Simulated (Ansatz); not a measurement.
Band structure of La3GaBr3 (Pm-3m, 7 atoms in the cell).

```
CELL_PARAMETERS angstrom
      6.13658     0.00000     0.00000
      0.00000     6.13658     0.00000
      0.00000     0.00000     6.13658
ATOMIC_POSITIONS crystal
  La 0.00000 0.50000 0.50000
  La 0.50000 0.00000 0.50000
  La 0.50000 0.50000 0.00000
  Ga 0.50000 0.50000 0.50000
  Br 0.00000 0.00000 0.50000
  Br 0.50000 0.00000 0.00000
  Br 0.00000 0.50000 0.00000
```

Method: PBEsol, PAW files made with PBE (plane waves; Ansatz, a quantum-chemistry and plane-wave program).

Settings: kpoints.mp_grid.grid = 3 3 3; hamiltonian.xc = pbesol; hamiltonian.pseudopotentials = {kind: paw} (the program's default PAW files); scf.occupations.method = gaussian; scf.occupations.width = 0.136 eV; kpoints.band_path.npoints = 8.

The starting cell comes from a database of computed structures (which also holds hypothetical and non-ambient phases and stackings), without a prior relaxation at this level.

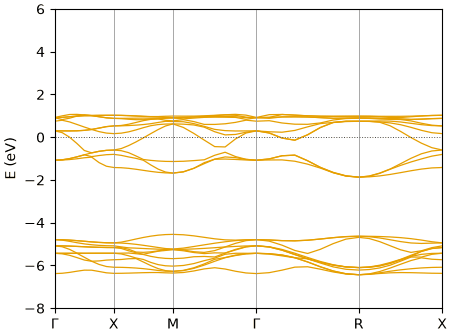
Figure: Bands along the path, energies from the Fermi level.

Levels in eV from the Fermi level, bands 31 to 38:
```
point     31     32     33     34    35    36    37    38
-----  -----  -----  -----  -----  ----  ----  ----  ----
Γ      -1.08  -1.08  -1.08   0.30  0.30  0.30  0.75  0.91
X      -1.42  -0.80  -0.60  -0.60  0.17  0.53  0.53  0.88
M      -1.68  -1.68  -1.14   0.62  0.62  0.73  0.76  0.90
R      -1.87  -1.87  -1.87   0.75  0.75  0.75  0.89  0.90
```

Bands cross the Fermi level along this path, so the cell is metallic at this level.

Keys are those of Ansatz 0.2.
